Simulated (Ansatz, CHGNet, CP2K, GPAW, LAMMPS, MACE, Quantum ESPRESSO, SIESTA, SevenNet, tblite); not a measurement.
# Which run comes nearest? Glassy Na2Si4O9 (90 atoms)

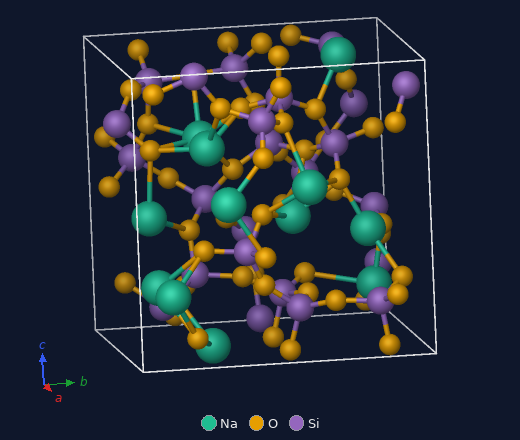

The cell (sodium teal, oxygen orange, silicon purple). Some periodic images of atoms are drawn too.

Density of this cell: 2.38 g/cm³. The cell holds 90 atoms: 12 Na, 54 O and 24 Si. Cell: a = 10.817 Å, b = 10.817 Å, c = 10.817 Å, α = 90.0°, β = 90.0°, γ = 90.0°. 90 atoms (12 Na, 54 O, 24 Si) placed at random at 2.38 g/cm³, melted at 4500 K for 20 ps at fixed volume with the Morse and Coulomb pair potential with partial charges (Pedone, Malavasi, Menziani, Cormack and Segre, J. Phys. Chem. B 110, 11780 (2006)). Quenched from 4500 K to 300 K at 10 K/ps and fixed volume, held 5 ps.

Geometry: as built.

The reference, a calculation:

```
method                                           : Kohn-Sham DFT, PBE, SSSP efficiency 1.3.0 pseudopotentials, plane waves (Quantum ESPRESSO 7.5); sssp-pbe-1.3.0-efficiency, cutoffs 60/480 Ry, Γ point
r.m.s. force component                           : 1.318 eV/Å
longest force                                    : 5.296 eV/Å
pressure                                         : 5.227 GPa
gap (highest filled to lowest empty level) : 2.733 eV
time                                             : 2.7 min on 4 MPI ranks of Arm Neoverse V2, shared host
CPU time                                         : 11 min
```

**Question.** The same geometry is run in other programs. How far does each lie from the reference, and what does it cost?
- GPAW RPBE, LCAO dzp, h 0.18 Å (GPAW 26.7.0; 1 thread)
- GPAW PBE, LCAO dzp, h 0.18 Å (GPAW 26.7.0; 1 thread)
- SIESTA PBE, SZP, shift 0.01 Ry, mesh 500 Ry (SIESTA 5.4.2; 2 MPI ranks)
- SIESTA PBE, TZP, shift 0.01 Ry, mesh 500 Ry (SIESTA 5.4.2; 4 MPI ranks)
- MACE MP-0b2 small potential (MACE MP-0b2 small; 1 thread)
- CP2K PBE, DZVP-MOLOPT-SR, 1200/50 Ry, OT DIIS (CP2K 2026.2; 1 thread)
- GPAW PBE, LCAO szp(dzp), h 0.18 Å (GPAW 26.7.0; 1 thread)
- SIESTA PBE, DZP, shift 0.01 Ry, mesh 500 Ry (SIESTA 5.4.2; 2 MPI ranks)
- CHGNet 0.3.0 potential (CHGNet 0.3.0; 1 thread)
- tblite GFN1-xTB (tblite 0.8.0; 1 thread)

Differences are against the plane-wave reference, forces as r.m.s. over components; share is that over the reference's r.m.s. force, slope the least-squares factor from reference forces to these. Total energies of different programs have different zeros and aren't compared.

```
                                                 run  Δ force, r.m.s. (meV/Å)  share (%)  slope  Δ pressure (GPa)  Δ gap (eV)  cores  CPU time  memory (GiB)
                                           reference                        -          -      -                 -           -      4    11 min           4.1
                       GPAW RPBE, LCAO dzp, h 0.18 Å                      386       29.3  1.192                 -     -0.0304      1   4.5 min           1.9
                        GPAW PBE, LCAO dzp, h 0.18 Å                      326       24.7  1.161                 -      -0.136      1   4.1 min           1.9
SIESTA PBE, SZP, shift 0.01 Ry, mesh 500 Ry (coarse)                      424       32.2  1.228              6.12      -0.254      2   4.1 min           2.0
         SIESTA PBE, TZP, shift 0.01 Ry, mesh 500 Ry                      135       10.2  1.066             0.388      -0.180      4   7.3 min           2.9
                         MACE MP-0b2 small potential                     97.2       7.38  0.971            -0.203           -      1     5.3 s          0.67
       CP2K PBE, DZVP-MOLOPT-SR, 1200/50 Ry, OT DIIS                      145       11.0  0.976            -0.317      -0.151      1   9.6 min           3.9
          GPAW PBE, LCAO szp(dzp), h 0.18 Å (coarse)                      345       26.2  1.148                 -      -0.359      1   2.9 min           1.8
         SIESTA PBE, DZP, shift 0.01 Ry, mesh 500 Ry                      191       14.5  1.087              1.58      -0.171      2   5.1 min           2.2
                              CHGNet 0.3.0 potential                      120       9.14  0.979            0.0801           -      1     3.1 s           1.2
                                     tblite GFN1-xTB                      667       50.6  0.773              5.00           -      1     4.1 s          0.12
```

Rows marked coarse were listed beforehand as settings not expected to be converged; some can still land near the reference.

Times of the machine-learned potentials are mostly Python's start and the loading of weights.

CPU time is summed over cores on a shared host, where runs went side by side, so it is rough. Symmetry, cutoffs, thresholds, outputs and thread counts weren't matched or tuned between programs; memory under MPI is the largest rank's times the ranks.

The PBE runs in local orbitals, coarse settings apart, differ by 10 % (SIESTA PBE, TZP, shift 0.01 Ry, mesh 500 Ry) to 25 % (GPAW PBE, LCAO dzp, h 0.18 Å); basis, grid and potentials can all enter. Tight binding differs by 51 % (tblite GFN1-xTB); it is another model, with fitted parameters of its own, and the xTB methods hold dispersion. Machine-learned potentials differ by 7.4 % (MACE MP-0b2 small potential) to 9.1 % (CHGNet 0.3.0 potential); they were trained on other programs' data. Rows with another functional or a dispersion term differ by 29 % (GPAW RPBE, LCAO dzp, h 0.18 Å), which mixes the change of model with differences of basis and potentials. Periodic xTB results under one method name differ between programs and library versions. Machine-learned potentials mimic data converged in k, so the reference's own k-point error enters their differences. The network of bonds at the start is that of the classical potential that made the cell, and needn't be the one that DFT or experiment would give. The electronic-structure runs sample only Γ, in a cell whose shortest periodic width is 11 Å.

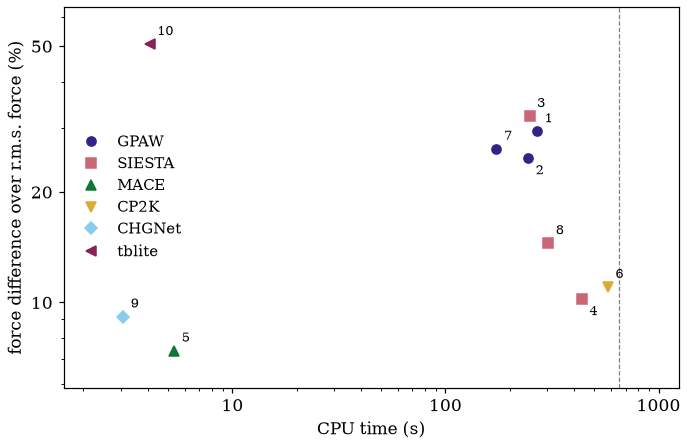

Force difference against CPU time; the dashed line marks the reference's time. Points: 1 GPAW RPBE, LCAO dzp, h 0.18 Å; 2 GPAW PBE, LCAO dzp, h 0.18 Å; 3 SIESTA PBE, SZP, shift 0.01 Ry, mesh 500 Ry; 4 SIESTA PBE, TZP, shift 0.01 Ry, mesh 500 Ry; 5 MACE MP-0b2 small potential; 6 CP2K PBE, DZVP-MOLOPT-SR, 1200/50 Ry, OT DIIS; 7 GPAW PBE, LCAO szp(dzp), h 0.18 Å; 8 SIESTA PBE, DZP, shift 0.01 Ry, mesh 500 Ry; 9 CHGNet 0.3.0 potential; 10 tblite GFN1-xTB.

[Logs are printed without paths, hosts, clocks, repeated set-up lines and the standing remarks that a program may print on its own settings, such as how far it seeks lower states.]

[Hosts, paths, dates, database ids (printed as entryN), source tags and the programs' standing remarks are cut or masked in the printed files.]
